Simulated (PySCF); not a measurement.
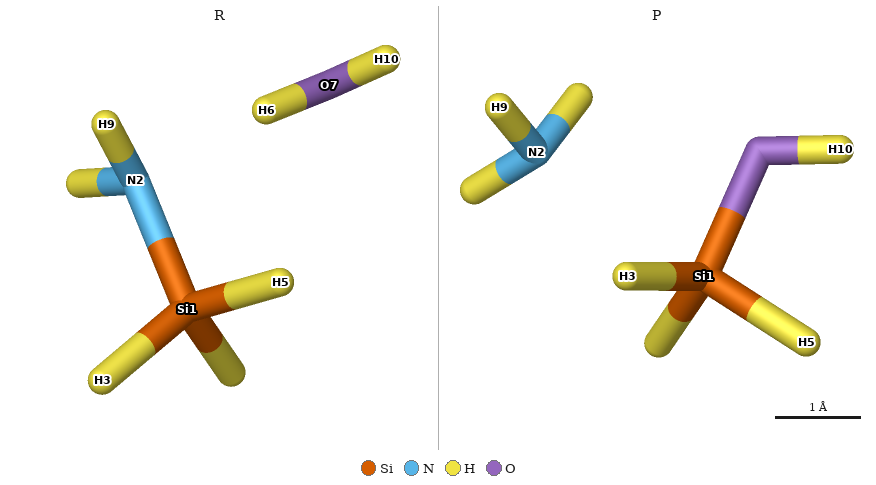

Reactant (R) and product (P) of one elementary step of SiNH₇O. Style: stick. Shown at a tilt.

Stationary points at PBE0-D4/def2-TZVP, single-point energies with PBE0-D4, PBE-D4, SPW92 (LDA) (def2-TZVPP where no basis is named; PySCF 2.14.0). The energies are electronic, without zero-point or thermal terms, and both ends are the relaxed geometries reached downhill from the saddle, with any fragments still in contact.

R:
```xyz
10

Si   -1.2625   -0.4350   -0.3221
N     0.1898   -0.7192    0.5907
H    -2.3138   -1.4799   -0.1610
H    -1.8164    0.8654    0.1222
H    -0.8798   -0.3871   -1.7556
H     1.3268    0.8816    0.2279
O     1.7855    1.7310    0.1150
H     0.1243   -0.6268    1.5949
H     0.7218   -1.5491    0.3697
H     2.1246    1.7190   -0.7817
```

P:
```xyz
10

Si   -0.7259    0.3270   -0.7715
N     0.4933   -0.7288    1.2704
H    -0.9693   -1.1216   -0.9741
H    -1.4745    0.8763    0.3849
H    -1.3488    0.9877   -1.9726
H     1.2643   -0.0813    1.3764
O     0.8673    0.8071   -0.8808
H    -0.0046   -0.7894    2.1495
H     0.8815   -1.6407    1.0645
H     1.0169    1.3637   -1.6468
```

**What is the transition state like, and how high is the barrier?**

Counted by bonded pieces, R holds H₂O + SiH₅N and P holds NH₃ + SiH₄O. From R over the saddle to P, bonds form: Si1–O7 (3.76 → 2.02 → 1.67 Å), N2–H6 (2.00 → 1.21 → 1.01 Å). Bonds break: Si1–N2 (1.74 → 1.88 → 2.60 Å), H6–O7 (0.97 → 1.28 → 2.46 Å). The saddle has one imaginary mode, 1065i cm⁻¹. The end P keeps a soft imaginary mode of 51i cm⁻¹, so it isn't quite a minimum. With PBE0-D4 the barrier is 23.3 kcal/mol from R and 30.6 kcal/mol from P, and P lies 7.4 kcal/mol below R.

```tsv
level	barrier from R (kcal/mol)	barrier from P (kcal/mol)	P less R (kcal/mol)
PBE0-D4	23.3	30.6	−7.4
PBE-D4	20.4	27.7	−7.3
SPW92 (LDA)	12.8	21.2	−8.5
```

Saddle geometry:

```xyz
10

Si   -0.7704    0.0544   -0.3830
N     0.4600   -0.7187    0.8112
H    -1.7721   -1.0869   -0.3071
H    -1.5917    1.1499    0.1841
H    -0.4596   -0.0321   -1.8388
H     1.0988    0.2522    0.4602
O     0.8195    1.2957   -0.2187
H     0.1483   -0.7419    1.7749
H     0.7741   -1.6449    0.5506
H     1.2931    1.4722   -1.0333
```

The saddle point in the same view, with dashed sticks for the bonds that form or break:

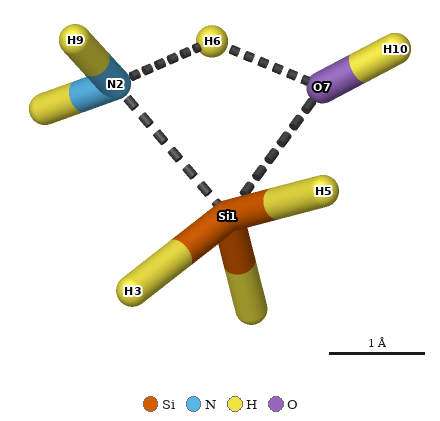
